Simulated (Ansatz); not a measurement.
## Fields on a plane of AlNi (CsCl type)

```
CELL_PARAMETERS angstrom
      2.86332     0.00000     0.00000
      0.00000     2.86332     0.00000
      0.00000     0.00000     2.86332
ATOMIC_POSITIONS crystal
  Al 0.00000 0.00000 0.00000
  Ni 0.50000 0.50000 0.50000
```

The slice is a {100} plane (indices of the conventional cell) through the point (0.000, 0.000, 0.000) (fractional), spanned by u = [100] and v = [010] in vectors of this cell: u (2.86 Å) and v (2.86 Å, at 90° to u). It covers one period; positions are fractions (u, v).

Atoms on it: Al at (0.00, 0.00).

Calculation: r2SCAN (plane waves to 500 eV, PAW, scalar-relativistic; Ansatz, a quantum-chemistry and plane-wave program). k mesh 16×16×16. These are valence fields of a PAW run, semicore shells included where kept as valence: close to a nucleus they are smooth pseudo fields. AlNi is run without spin polarisation. AlNi was relaxed with its symmetry unable to fall. The PAW data are Ansatz's earlier set.

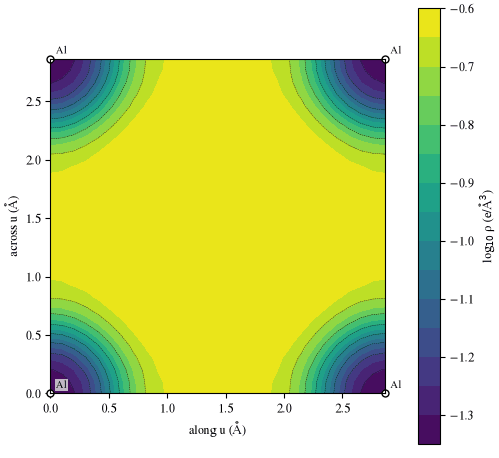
Log₁₀ of the valence density in e/Å³, one period of the plane, atoms marked. The scale is logarithmic, as a density can span decades between atoms and voids.

```
|xxxxxxxxxx =*###*= xxxxxxxxx|
|xxxxxxxxxx.=*###*=.xxxxxxxxx|
|xxxxxxxxxx:+*#%#*+:xxxxxxxxx|
|xxxxxxxxx -+#%%%#+- xxxxxxxx|
|xxxxxxxxx.=*#%%%#*=.xxxxxxxx|
|xxxxxxxx -+#%%@%%#+- xxxxxxx|
|xxxxxxx :+*#%@@@%#*+: xxxxxx|
|xxxxxx :=*#%@@@@@%#*=: xxxxx|
|xxxx .-+*#%@@@@@@@%#*+-. xxx|
|  .:-=+*#%@@@@@@@@@%#*+=-:. |
|-==++*##%@@@@@@@@@@@%##*++==|
|+***##%%@@@@@@@@@@@@@%%##***|
|####%%%@@@@@@@@@@@@@@@%%%###|
|###%%%@@@@@@@@@@@@@@@@@%%%##|
|####%%%@@@@@@@@@@@@@@@%%%###|
|+***##%%@@@@@@@@@@@@@%%##***|
|-==++*##%@@@@@@@@@@@%##*++==|
|  .:-=+*#%@@@@@@@@@%#*+=-:. |
|xxxx .-+*#%@@@@@@@%#*+-. xxx|
|xxxxxx :=*#%@@@@@%#*=: xxxxx|
|xxxxxxx :+*#%@@@%#*+: xxxxxx|
|xxxxxxxx -+#%%@%%#+- xxxxxxx|
|xxxxxxxxx.=*#%%%#*=.xxxxxxxx|
|xxxxxxxxx -+#%%%#+- xxxxxxxx|
|xxxxxxxxxx:+*#%#*+:xxxxxxxxx|
|xxxxxxxxxx.=*###*=.xxxxxxxxx|
|xxxxxxxxxx =*###*= xxxxxxxxx|
|xxxxxxxxxx -+###+- xxxxxxxxx|
```
Scale: ten equal steps from -1.00 (start of ' ') to 7.28 (end of '@'), in the order ' .:-=+*#%@'. Values: electrostatic potential energy of an electron, from the cell's mean, in eV. The map has 28 points along u (one character each, u = 0 at the left) and 28 along v (v = 0 in the bottom row). Points within 1 Å of a nucleus are blanked (x), as the pseudised field means little there. Values under -1 eV are set to -1. The zero, the cell's mean, hangs on the PAW cores.
